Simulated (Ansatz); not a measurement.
**Geometry relaxation, with input and output: C₂H₆Si**

- system: C₂H₆Si
- method: RKS PBE0-D4/def2-TZVP (Ansatz 0.2.0)

The geometry: GFN2-xTB start. Figures and captions count atoms from 1; the log counts them from 0 in places.

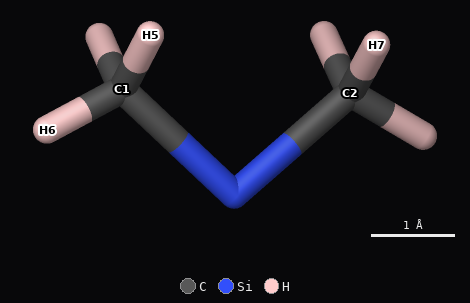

*The starting structure (stick view, seen at a tilt; atoms are numbered from 1 in the order of the input).*

Bond lengths as drawn: C–H 1.09 Å and C–Si 1.93 Å.

### Summary

```csv
quantity,value
outcome,converged
total energy,−10043.2317 eV
mean-field energy,−10043.1048 eV
dispersion energy,−0.1269 eV
HOMO,−5.92 eV
LUMO,−2.11 eV
largest force (length of the vector) at the end,0.010 eV/Å
dipole moment,1.41 D
hardware,"2 threads of AMD EPYC, 149 GiB of memory available, shared host"
wall time,3.2 s (CPU time 5.8 s)
peak memory,0.23 GiB
```

### Input
```yaml
crystal:
  periodic: [false, false, false]
  atoms:
    - {symbol: C, position_ang: [1.461870, -0.015910, -0.036860]}
    - {symbol: C, position_ang: [-1.461920, 0.015870, -0.033360]}
    - {symbol: Si, position_ang: [-0.001340, 0.011450, -1.288740]}
    - {symbol: H, position_ang: [1.445300, -0.920370, 0.572300]}
    - {symbol: H, position_ang: [1.423980, 0.836260, 0.642740]}
    - {symbol: H, position_ang: [2.425990, 0.015410, -0.541030]}
    - {symbol: H, position_ang: [-1.455220, 0.919550, 0.577050]}
    - {symbol: H, position_ang: [-1.412680, -0.836710, 0.644780]}
    - {symbol: H, position_ang: [-2.425970, -0.025560, -0.536870]}
basis:
  gaussian: {orbitals: def2-TZVP}
hamiltonian: {xc: pbe0, dispersion: d4}
scf: {lower_state_search: "off"}
output: {orbitals: {seedname: orbitals}}
relax: {f_tol: 0.02, max_steps: 100}
```

Launched with:
```bash
ansatz run in.yaml --threads 2 --pin off --events-out ev --progress --plain --max-ram 4352MiB
```

### What the program printed
```
Functional definition: PBE0
  name "PBE0"
  cite "Adamo & Barone, J. Chem. Phys. 110, 6158 (1999) doi:10.1063/1.478522"
  cite "Perdew, Burke & Ernzerhof, Phys. Rev. Lett. 77, 3865 (1996) doi:10.1103/PhysRevLett.77.3865"
  parent pbe
  parameter a = 0.25
  parameter kappa = 0.804
  parameter beta = 0.06672455060314922
  exchange = (1 - a)*pbe_x(kappa = kappa, mu = beta*pi^2/3) + a*exact_x
  correlation = pbe_c(beta = beta)
these checks for a lower state are left out or cut short: stability, starts, cluster_reference, orbital_swaps, neighbouring_geometries, increment
892 factors; their error is unknown
mean field evaluation 1: about -10032.2146 eV, gradient 6.9e1 eV
mean field evaluation 2: about -10026.2220 eV, gradient 7.8e1 eV
mean field evaluation 4: about -10043.0485 eV, gradient 1.6e0 eV
mean field evaluation 8: about -10043.0561 eV, gradient 3.4e-2 eV
mean field evaluation 16: about -10043.0804 eV, gradient 2.6e-3 eV
mean field -10043.08036465 eV, -369.0763959566 hartree, gradient 9.8e-7 eV, S^2 0.000000; 0 other end points of the search recorded, 0 dependent functions left out
the calculation of the forces begins
reference -10043.08039384 eV, -369.0763970293 hartree; 16, 16 occupied and 119, 119 virtual orbitals, 892 factors
relax step   1: F+E_penalty+E_count = -10043.20575451 eV  Δ(F+E_penalty+E_count) = +0.000e0 eV  max|allowed force component| = 5.450e-1 eV/Å  Δτ_max = 0.0000 Å  (17 SCF iters, accepted)
these checks for a lower state are left out or cut short: stability, starts, cluster_reference, orbital_swaps, neighbouring_geometries, increment
892 factors; their error is unknown
mean field -10043.10123859 eV, -369.0771630598 hartree, gradient 1.5e-6 eV, S^2 0.000000; 0 other end points of the search recorded, 0 dependent functions left out
the calculation of the forces begins
reference -10043.10126756 eV, -369.0771641243 hartree; 16, 16 occupied and 119, 119 virtual orbitals, 892 factors
relax step   2: F+E_penalty+E_count = -10043.22773761 eV  Δ(F+E_penalty+E_count) = -2.198e-2 eV  max|allowed force component| = 3.129e-1 eV/Å  Δτ_max = 0.0644 Å  (19 SCF iters, accepted)
these checks for a lower state are left out or cut short: stability, starts, cluster_reference, orbital_swaps, neighbouring_geometries, increment
892 factors; their error is unknown
mean field evaluation 32: about -10043.1042 eV, gradient 9.0e-5 eV
mean field -10043.10416596 eV, -369.0772706383 hartree, gradient 1.4e-6 eV, S^2 0.000000; 0 other end points of the search recorded, 0 dependent functions left out
the calculation of the forces begins
reference -10043.10419477 eV, -369.0772716973 hartree; 16, 16 occupied and 119, 119 virtual orbitals, 892 factors
relax step   3: F+E_penalty+E_count = -10043.23092288 eV  Δ(F+E_penalty+E_count) = -3.185e-3 eV  max|allowed force component| = 8.528e-2 eV/Å  Δτ_max = 0.0216 Å  (19 SCF iters, accepted)
these checks for a lower state are left out or cut short: stability, starts, cluster_reference, orbital_swaps, neighbouring_geometries, increment
892 factors; their error is unknown
mean field -10043.10479395 eV, -369.0772937168 hartree, gradient 1.4e-6 eV, S^2 0.000000; 0 other end points of the search recorded, 0 dependent functions left out
the calculation of the forces begins
reference -10043.10482275 eV, -369.0772947752 hartree; 16, 16 occupied and 119, 119 virtual orbitals, 892 factors
relax step   4: F+E_penalty+E_count = -10043.23170536 eV  Δ(F+E_penalty+E_count) = -7.825e-4 eV  max|allowed force component| = 9.979e-3 eV/Å  Δτ_max = 0.0089 Å  (19 SCF iters, accepted)
```

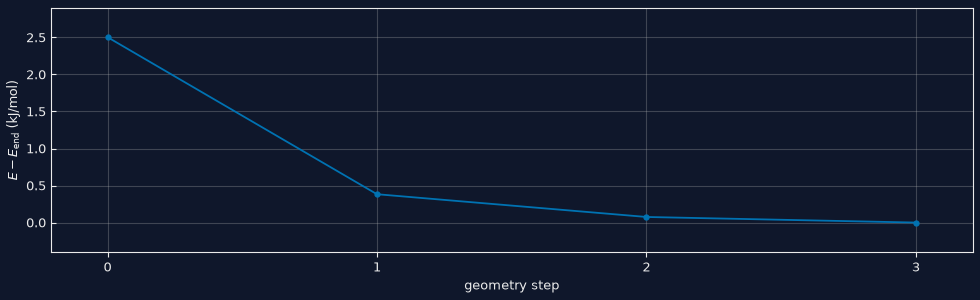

*Progress of the relaxation, step by step (the first geometry is step 0 here and step 1 in the log).*

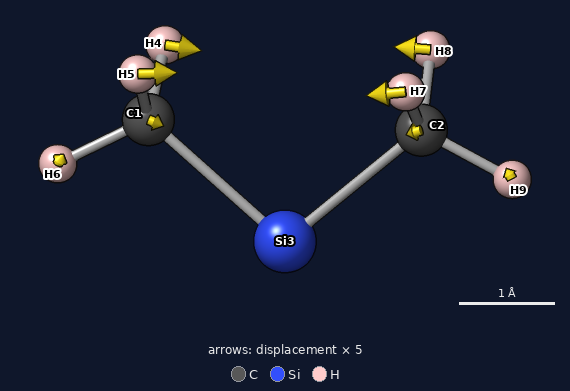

*The starting structure with the displacements as yellow arrows, magnified 5 times (ball-and-stick view, seen at a tilt). The two geometries are laid on each other by the best rigid fit.*

The largest move after the best rigid fit is that of H7, 0.088 Å. By element the largest moves are H 0.088 Å, C 0.038 Å, Si 0.011 Å. Among the contacts that change: C1–Si3 1.926 → 1.898 Å, C1–H4 1.091 → 1.098 Å. Over 3 geometry steps the energy falls by 2.50 kJ/mol. Largest force component: 0.55 eV/Å at the start, 0.01 eV/Å at the end. (Atoms are counted from 1 in the order of the input.)

```
Total energy: -10043.23173416 eV, -369.0819586834 hartree
Atom 0 at     1.426325    -0.012358    -0.049407 Å, force     0.002437     0.009979     0.000421 eV/Å
Atom 1 at    -1.426298     0.010987    -0.046376 Å, force    -0.002550    -0.008707     0.000305 eV/Å
Atom 2 at    -0.001243     0.009063    -1.299961 Å, force    -0.000096    -0.000294    -0.001303 eV/Å
Atom 3 at     1.364165    -0.922561     0.561615 Å, force     0.003235    -0.001614    -0.003549 eV/Å
Atom 4 at     1.337424     0.830455     0.647765 Å, force     0.004657    -0.005316    -0.000365 eV/Å
Atom 5 at     2.411376     0.022396    -0.516745 Å, force     0.005170    -0.001557     0.004149 eV/Å
Atom 6 at    -1.368322     0.921069     0.565636 Å, force    -0.003083     0.001285    -0.003449 eV/Å
Atom 7 at    -1.331377    -0.831959     0.649502 Å, force    -0.004732     0.004957    -0.000343 eV/Å
Atom 8 at    -2.412041    -0.027102    -0.512018 Å, force    -0.005037     0.001266     0.004134 eV/Å
Dipole moment:     0.000265    -0.002225     0.292858 e Å
Checks for a lower state left out: stability, starts, cluster_reference, orbital_swaps, neighbouring_geometries, increment
```

### Trajectory as extended XYZ (Å, eV, eV/Å), 4 frames, from step=1 to step=4
```
9
Properties=species:S:1:pos:R:3:forces:R:3 step=1 energy=-10043.20576
C     1.4619   -0.0159   -0.0369   -0.1929   0.0525  -0.4774
C    -1.4619    0.0159   -0.0334    0.1973  -0.0638  -0.4828
Si   -0.0013    0.0115   -1.2887    0.0015  -0.0022   0.5450
H     1.4453   -0.9204    0.5723   -0.1237  -0.1541   0.1547
H     1.4240    0.8363    0.6427   -0.1254   0.1231   0.1709
H     2.4260    0.0154   -0.5410    0.0941  -0.0045  -0.1197
H    -1.4552    0.9195    0.5770    0.1215   0.1612   0.1543
H    -1.4127   -0.8367    0.6448    0.1250  -0.1212   0.1713
H    -2.4260   -0.0256   -0.5369   -0.0974   0.0091  -0.1163
9
Properties=species:S:1:pos:R:3:forces:R:3 step=2 energy=-10043.22774
C     1.4350   -0.0129   -0.0427   -0.0353   0.0260  -0.2568
C    -1.4350    0.0121   -0.0395    0.0357  -0.0277  -0.2600
Si   -0.0012    0.0104   -1.3023    0.0000  -0.0014   0.3129
H     1.3836   -0.9186    0.5720   -0.0349  -0.0341   0.0375
H     1.3636    0.8389    0.6426   -0.0327   0.0187   0.0401
H     2.4127    0.0154   -0.5276    0.0057  -0.0032   0.0233
H    -1.3909    0.9176    0.5763    0.0356   0.0358   0.0373
H    -1.3546   -0.8398    0.6443    0.0315  -0.0188   0.0412
H    -2.4131   -0.0230   -0.5231   -0.0057   0.0048   0.0246
9
Properties=species:S:1:pos:R:3:forces:R:3 step=3 energy=-10043.23092
C     1.4333   -0.0117   -0.0501   -0.0440   0.0101   0.0310
C    -1.4333    0.0103   -0.0470    0.0432  -0.0068   0.0303
Si   -0.0012    0.0090   -1.2932   -0.0005   0.0005  -0.0853
H     1.3665   -0.9194    0.5647    0.0191   0.0073   0.0022
H     1.3435    0.8349    0.6430    0.0229  -0.0155   0.0027
H     2.4194    0.0190   -0.5178   -0.0450  -0.0011   0.0068
H    -1.3707    0.9179    0.5687   -0.0183  -0.0092   0.0015
H    -1.3374   -0.8364    0.6447   -0.0232   0.0139   0.0040
H    -2.4201   -0.0237   -0.5130    0.0459   0.0006   0.0067
9
Properties=species:S:1:pos:R:3:forces:R:3 step=4 energy=-10043.23171
C     1.4263   -0.0124   -0.0494    0.0024   0.0100   0.0004
C    -1.4263    0.0110   -0.0464   -0.0026  -0.0087   0.0003
Si   -0.0012    0.0091   -1.3000   -0.0001  -0.0003  -0.0013
H     1.3642   -0.9226    0.5616    0.0032  -0.0016  -0.0035
H     1.3374    0.8305    0.6478    0.0047  -0.0053  -0.0004
H     2.4114    0.0224   -0.5167    0.0052  -0.0016   0.0041
H    -1.3683    0.9211    0.5656   -0.0031   0.0013  -0.0034
H    -1.3314   -0.8320    0.6495   -0.0047   0.0050  -0.0003
H    -2.4120   -0.0271   -0.5120   -0.0050   0.0013   0.0041
```

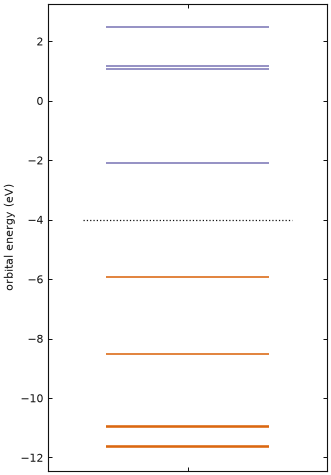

*Orbital energies near the frontier; the dotted line parts filled from empty levels, and levels within 0.02 eV of each other stand side by side.*

Highest filled −5.92 eV, lowest empty −2.11 eV, 3.81 eV apart.
